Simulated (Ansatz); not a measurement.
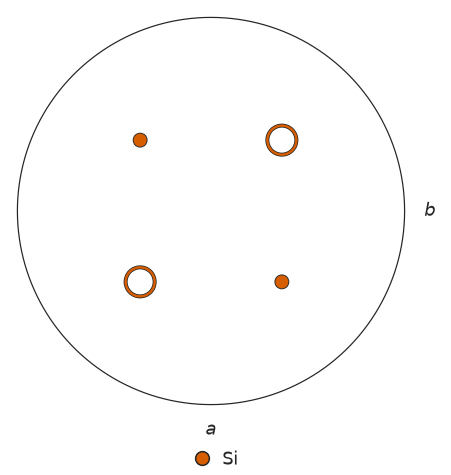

For Si, the input geometry of an electronic-structure calculation (not necessarily at equilibrium): directions from one silicon atom at (1/2, 0, 1/2) to its bonded neighbours, in stereographic projection down c (filled: above the plane of the page or in it, open: below). The drawing is computed from the coordinates (standard cell, symmetry found to 0.002 Å).

Neighbours are counted up to 2.58 Å for Si.

```cif
data_structure
_symmetry_space_group_name_H-M 'P 1'
_symmetry_Int_Tables_number 1
_cell_length_a 5.4300
_cell_length_b 5.4300
_cell_length_c 5.4300
_cell_angle_alpha 90.000
_cell_angle_beta 90.000
_cell_angle_gamma 90.000
_cell_volume 160.10
loop_
_atom_site_label
_atom_site_type_symbol
_atom_site_fract_x
_atom_site_fract_y
_atom_site_fract_z
_atom_site_occupancy
Si1 Si 0.50000 0.00000 0.50000 1
Si2 Si 0.25000 0.25000 0.25000 1
Si3 Si 0.50000 0.50000 0.00000 1
Si4 Si 0.25000 0.75000 0.75000 1
Si5 Si 0.00000 0.00000 0.00000 1
Si6 Si 0.75000 0.25000 0.75000 1
Si7 Si 0.00000 0.50000 0.50000 1
Si8 Si 0.75000 0.75000 0.25000 1
```

How many neighbours are there, and at what angles?

4: 4 Si at 2.35 Å. Angles between bonds: 109° (6×).

What is the site's symmetry in the crystal?

Point group -43m (Td), order 24: three −4 axes, four threefold axes, six mirror planes. In Fd-3m (No. 227, origin choice 1) this is Wyckoff position 8a.
